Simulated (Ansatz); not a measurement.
# Geometry relaxation, with input and output: Ni₃Sn₄ (part 1 of 4)

Ni₃Sn₄ (disordered cell, 21 atoms in the cell), computed with DFT PBEsol, scalar-relativistic, plane waves, PAW (Ansatz 0.2.0).

The run did not end well. It belongs to a series of runs on one base structure; here: the last frame of the dynamics. Figures and captions count atoms from 1; the log counts them from 0 in places.

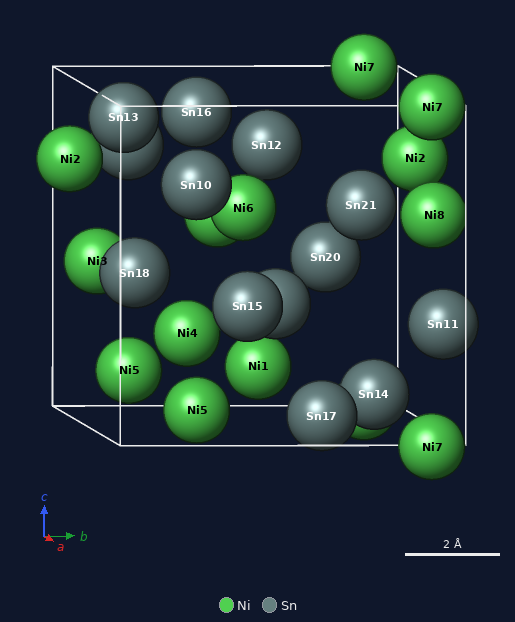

Figure 1. The starting structure (spheres-only view of the cell of the calculation, seen slightly off an axis; atoms are numbered from 1 in the order of the input). An atom can appear more than once, as a periodic image.

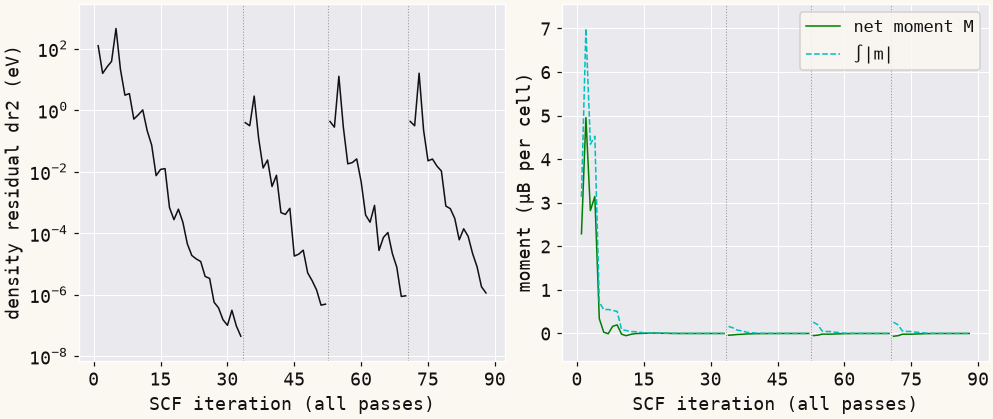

Figure 2. Convergence of the self-consistent field: density residual dr2 and magnetic moment against the SCF iteration. Dotted lines part the SCF passes that the log prints in full. The net moment goes from 2.3 to 0.0 μB per cell, with excursions between −0.1 and 5.0 on the way, and ∫|m| falls to zero.

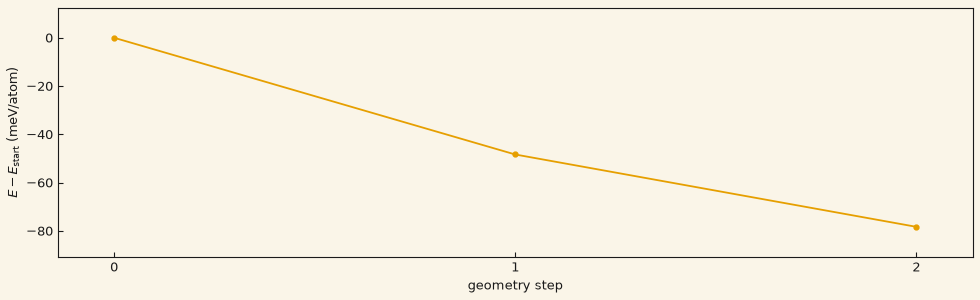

Figure 3. Progress of the relaxation, step by step (the first geometry is step 0 here and step 1 in the log).

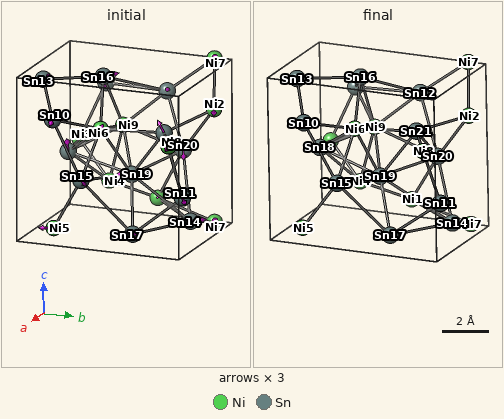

Figure 4. Before (left) and after (right) the relaxation, at one scale (ball-and-stick view of the cell of the calculation, seen slightly off an axis). The pink arrows give the displacements (without the part carried along by the change of the cell), magnified 3 times. The run was cut off at its time limit before the relaxation converged, so the last structure is only a point on the way. The energy falls by 78.3 meV per atom in 2 geometry steps. Largest force component: 1.6 eV/Å at the start, 0.41 eV/Å at the end. The pressure goes from 2.11 to 0.51 GPa. Sn19 moves most relative to the cell: 0.28 Å. By element the largest moves are Sn 0.28 Å, Ni 0.24 Å. The volume changes by −0.3 %, with a 7.014 → 6.865 Å (−2.1 %), b 7.556 → 7.775 Å (+2.9 %), c 7.363 → 7.294 Å (−0.9 %), α 91.3° → 93.1°, β 89.9° → 89.6°, γ 88.7° → 88.5°. Among the contacts that change: Sn14–Sn19 3.348 → 3.832 Å, Sn15–Sn19 3.344 → 2.980 Å, Ni2–Sn16 2.923 → 3.241 Å, Sn11–Sn21 3.275 → 3.567 Å. (Atoms are counted from 1 in the order of the input.)

These pictures come from the run below.

Input:
```yaml
crystal:
  lattice:
    - [7.01324, 0.080253, 0.009648]
    - [0.080253, 7.554879, -0.082292]
    - [0.009648, -0.082292, 7.362071]
  atoms:
    - { symbol: Ni, position: [0.1025254403, 0.5754032432, 0.1278250839], spin: 2.0 }
    - { symbol: Ni, position: [0.3036076834, 0.9894490093, 0.763291704], spin: 2.0 }
    - { symbol: Ni, position: [0.1322154419, 0.102801125, 0.4419680164], spin: 2.0 }
    - { symbol: Ni, position: [0.277512064, 0.3343157868, 0.2458800374], spin: 2.0 }
    - { symbol: Ni, position: [0.9857569405, 0.2235113387, 0.1028811108], spin: 2.0 }
    - { symbol: Ni, position: [0.6896183189, 0.4158954742, 0.6640441706], spin: 2.0 }
    - { symbol: Ni, position: [0.0176354972, 0.8984635, 0.9981716551], spin: 2.0 }
    - { symbol: Ni, position: [0.9412851206, 0.9184279645, 0.6710092984], spin: 2.0 }
    - { symbol: Ni, position: [0.2822427054, 0.421669121, 0.5973648264], spin: 2.0 }
    - { symbol: Sn, position: [0.9960856873, 0.220338941, 0.7682186617] }
    - { symbol: Sn, position: [0.8326126707, 0.968048859, 0.3371599488] }
    - { symbol: Sn, position: [0.0381917178, 0.613198862, 0.7723932241] }
    - { symbol: Sn, position: [0.7030165866, 0.0674896248, 0.9316224906] }
    - { symbol: Sn, position: [0.3570321674, 0.8612472647, 0.0749799783] }
    - { symbol: Sn, position: [0.9456913308, 0.3788311935, 0.4034450501] }
    - { symbol: Sn, position: [0.4002611142, 0.3379978821, 0.9116998184] }
    - { symbol: Sn, position: [0.7489150022, 0.6332024252, 0.058512234] }
    - { symbol: Sn, position: [0.4723914314, 0.1450823843, 0.4472073978] }
    - { symbol: Sn, position: [0.5035656174, 0.5467608656, 0.3594004987] }
    - { symbol: Sn, position: [0.1751646564, 0.756299256, 0.4581485717] }
    - { symbol: Sn, position: [0.5959897783, 0.7771811717, 0.6602125656] }
  symmetry: { detect: false }
basis:
  ecutwfc: 420
kpoints:
  mp_grid: { grid: [2, 2, 2], shift: [0.5, 0.5, 0.5] }
hamiltonian:
  xc: pbesol
scf:
  occupations: { method: gaussian, width: 0.1 }
  lower_state_search: "off"
output:
  forces: true
  stress: true
  eigenvalues: true
  populations: true
magnetization:
  spin_polarized: true
relax:
  adjacent_minimum: "off"
  f_tol: 0.04
  max_steps: 70
  cell: { stress_tol: 0.3 }
```

Launched with:
```bash
ansatz run input.yaml --threads 2 --pin off --max-ram 5120MiB --backend cpu --events-out ev --progress --plain --runs-dir out
```

The program's output:
```
Engine: ansatz 0.2.0, x86_64-unknown-linux-gnu
Pseudopotentials: kind: paw
Pseudopotential: Ni, paw, valence charge 18, recommended cutoff 420 eV (normal), Ni.paw.azcp
Pseudopotential: Sn, paw, valence charge 14, recommended cutoff 420 eV (normal), Sn.paw.azcp
Functional definition: PBEsol
  exchange = pbesol_x
  correlation = pbesol_c
Crystal: 21 atoms, lattice volume = 389.978 Å³
Basis set: ecut = 420 eV, 7625 PW (Γ), exchange–correlation on 96×108×100 points (8 copies of the dense FFT grid, shifted against one another)
Bands: 209, of which v1, the nominal top of the filled ones, is band 165 counted from 1 (164 counted from 0)
Symmetry: 1 space group operations
k-points: 4 of 8 (time reversal used)
Non-local potential: Ni, projectors of the file, l = 0: 3, l = 1: 2, l = 2: 3, l = 3: 1
Non-local potential: Sn, projectors of the file, l = 0: 2, l = 1: 2, l = 2: 2, l = 3: 2
PAW form: soft (Blöchl's): semilocal exchange-correlation on the pseudo side does not see the compensation charge
PAW frozen core: Ni, regenerated for the run's functional, and the local potential with it (the file was generated under x = pbe(κ = 0.804, μ = 0.2195149727645171), c = pbe(β = 0.06672455060314922))
PAW frozen core: Sn, regenerated for the run's functional, and the local potential with it (the file was generated under x = pbe(κ = 0.804, μ = 0.2195149727645171), c = pbe(β = 0.06672455060314922))
PAW one-centre angular grid: Ni, 590 points (default); XC on 64 Gauss nodes
PAW one-centre angular grid: Sn, 590 points (default); XC on 64 Gauss nodes
Initial density: superposition of atomic densities (chi_scale 0.1, normalization cell)
Starting moments: Σ|m| = 18 μB on 9 of 21 sites
Initial wavefunctions: pseudopotential atomic-orbital guess
Functional: x = pbesol(κ = 0.804, μ = 0.12345679012345678), c = pbesol(β = 0.046)
```
